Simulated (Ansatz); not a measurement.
# Calculations on GeH₅Cl

## 1. Relaxation

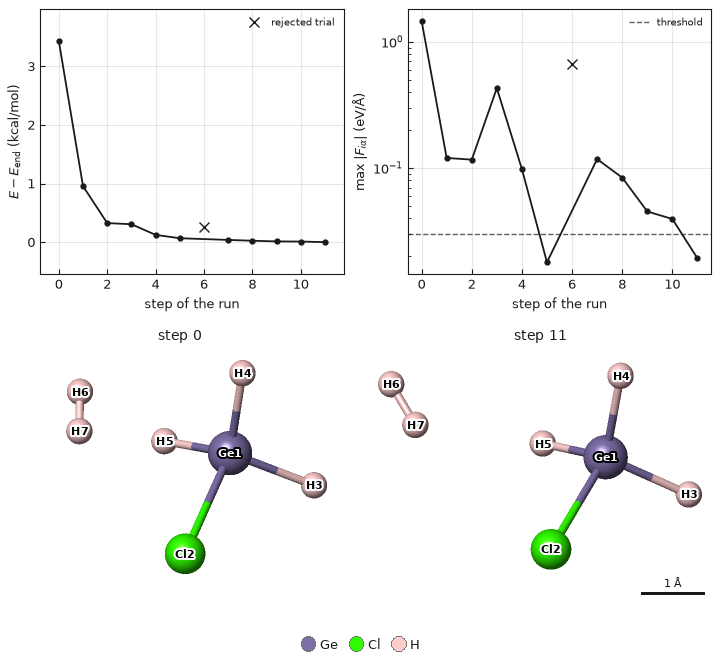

First and last geometry of a relaxation of GeH5Cl, with the history of the run. Style: ball-and-stick. Shown at a tilt.

The run prepares an end point of a later path (reaction) calculation, from a guessed geometry.

Computed with Ansatz 0.2.0, RKS B3LYP-D4/def2-SVP.

Input file:
```yaml
crystal:
  periodic: [false, false, false]
  atoms:
    - { symbol: Ge, position_ang: [0.22634, 0.0, -0.001848] }
    - { symbol: Cl, position_ang: [0.374058, 0.0, 2.201796] }
    - { symbol: H, position_ang: [1.681437, 0.0, -0.507413] }
    - { symbol: H, position_ang: [-0.514487, 1.275569, -0.42957] }
    - { symbol: H, position_ang: [-0.514487, -1.275569, -0.42957] }
    - { symbol: H, position_ang: [-2.402176, 0.0, 0.835531] }
    - { symbol: H, position_ang: [-2.101784, 0.0, 1.489074] }
basis:
  gaussian: { orbitals: def2-SVP }
hamiltonian:
  xc: b3lyp
  dispersion: d4
relax:
  f_tol: 0.03
  max_steps: 50
```

Launched with:
```bash
ansatz run input.yaml --threads 1 --pin off --max-ram 2048MiB --backend cpu --events-out ev --progress --plain --runs-dir out
```

**What do the curves and the structures tell?**

It converged. The energy falls by 3.43 kcal/mol in 10 accepted moves (11 points after the start). The largest force component goes from 1.5 to 0.019 eV/Å. The line search rejected the trial step at point 6 of the run. The forces were under the threshold at step 5, but the run went on from there. The atom that moves furthest after the best rigid fit is H6 (0.89 Å). By element the largest moves are H 0.89 Å, Ge 0.29 Å, Cl 0.15 Å. Near-neighbour distances that change, for instance: H6–H7 0.719 → 0.762 Å, Ge1–Cl2 2.209 → 2.184 Å. Cost: 30 s on 1 thread of Arm Neoverse V1, with other jobs on the host, peak memory 0.17 GiB.

Limits of the set-up: the start holds two separate molecules, 2.6 Å apart at their closest, whose relative position is a soft coordinate.

## 2. Relaxation

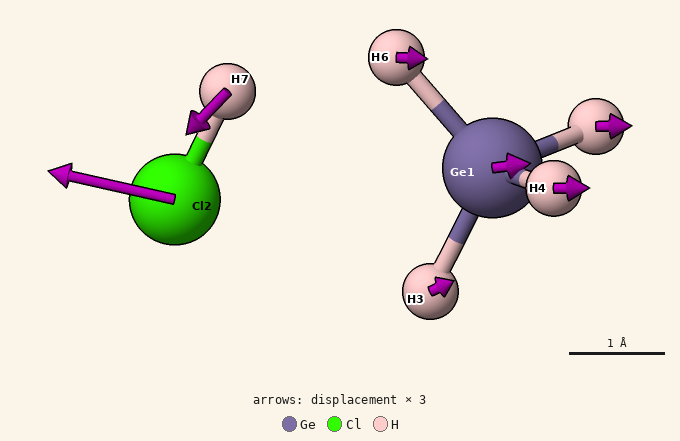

This is a relaxation of GeH5Cl. The starting structure is drawn; purple arrows show the displacements, 3 times their true length. The two geometries are superimposed by the best rigid fit.

A ball-and-stick model, seen at a tilt.

The run prepares an end point of a later path (reaction) calculation, from a guessed geometry.

Theory: RKS B3LYP-D4/def2-SVP (Ansatz 0.2.0).

Input
```yaml
crystal:
  periodic: [false, false, false]
  atoms:
    - { symbol: Ge, position_ang: [-0.421055, 0.0, -0.428666] }
    - { symbol: Cl, position_ang: [0.075406, 0.0, 2.970558] }
    - { symbol: H, position_ang: [0.956422, 0.0, 0.239638] }
    - { symbol: H, position_ang: [-0.575842, 1.257535, -1.30985] }
    - { symbol: H, position_ang: [-0.575842, -1.257535, -1.30985] }
    - { symbol: H, position_ang: [-1.581226, 0.0, 0.594548] }
    - { symbol: H, position_ang: [-1.128964, 0.0, 2.401622] }
basis:
  gaussian: { orbitals: def2-SVP }
hamiltonian:
  xc: b3lyp
  dispersion: d4
relax:
  f_tol: 0.03
  max_steps: 50
```

Run as
```bash
ansatz run input.yaml --threads 1 --pin off --max-ram 2048MiB --backend cpu --events-out ev --progress --plain --runs-dir out
```

Which element moves most?

Answer. Chlorine: up to 0.46 Å, against 0.23 Å for hydrogen.

What did the optimiser do to the structure, and how much energy did it gain?

Answer. The energy falls by 3.36 kcal/mol in 8 accepted moves (10 points after the start). Largest force component: 1.1 eV/Å at the start, 0.016 eV/Å at the end. The line search rejected the trial steps at points 3, 8 of the run. The forces were under the threshold at step 5, but the run went on from there. Cl2 moves most after the best rigid fit: 0.46 Å. By element the largest moves are Cl 0.46 Å, H 0.23 Å, Ge 0.14 Å. Near-neighbour distances that change, for instance: Ge1–Cl2 3.435 → 4.019 Å, Cl2–H7 1.332 → 1.292 Å, Ge1–H3 1.531 → 1.536 Å, Ge1–H4 1.543 → 1.539 Å. Bond angles that change, for instance: H3–Ge1–H6 112.7° → 109.3°.

## 3. Path

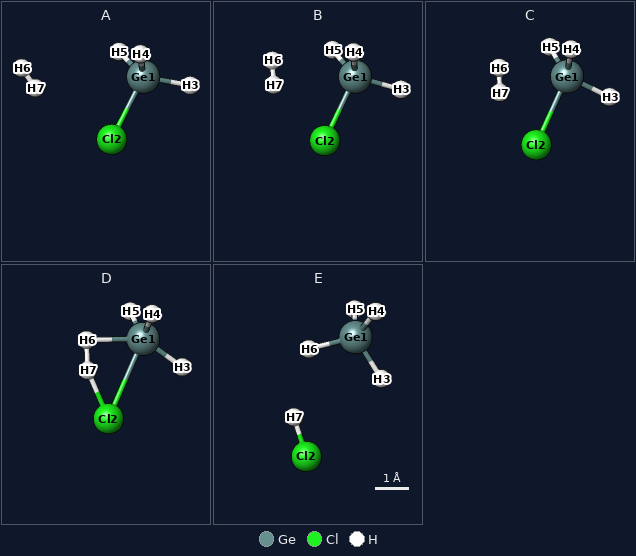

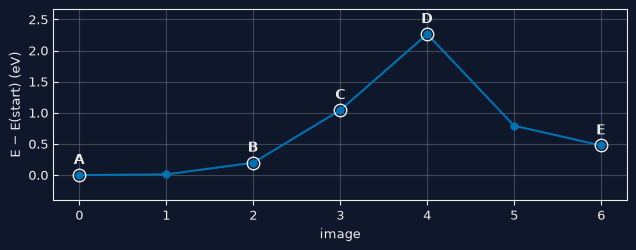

A search for the minimum-energy path of GeH5Cl, made up at the start of GeH3Cl and H$_{2}$ by the nudged elastic band. Images are numbered from 0 (start) to 6 (end). Frames A to E are images 0, 2, 3, 4, 6. Style: ball-and-stick. Shown at a tilt.

Level of theory: Ansatz 0.2.0, RKS B3LYP-D4/def2-SVP. Set-up: 5 movable images; climbing image; force threshold 0.05 eV/Å; iteration limit 60; starting path through a guess of the saddle point.

Question: Describe the mechanism and the energy profile.

Answer: Forward barrier 2.26 eV, backward barrier 1.79 eV, with image 4 at the top; the reaction energy is +0.48 eV. Breaking: Ge1–Cl2 (2.18 → 2.71 at the top → 4.02 Å), H6–H7 (0.76 → 0.95 at the top → 2.16 Å). Forming: Cl2–H7 (2.94 → 1.64 at the top → 1.29 Å), Ge1–H6 (3.92 → 1.82 at the top → 1.55 Å). The band converged in 12 iterations. The largest component of the band force went from 4.2 to 0.024 eV/Å. The climbing image converged on the top of the path. Its vibrational analysis gives 2 imaginary modes over 30i cm⁻¹, so it isn't confirmed as a transition state.

Limits of the set-up: the start holds two separate molecules, 2.9 Å apart at their closest, whose relative position is a soft coordinate.

The run took 2.5 min on 1 thread of Arm Neoverse V1, on a shared host, peak memory 0.17 GiB.
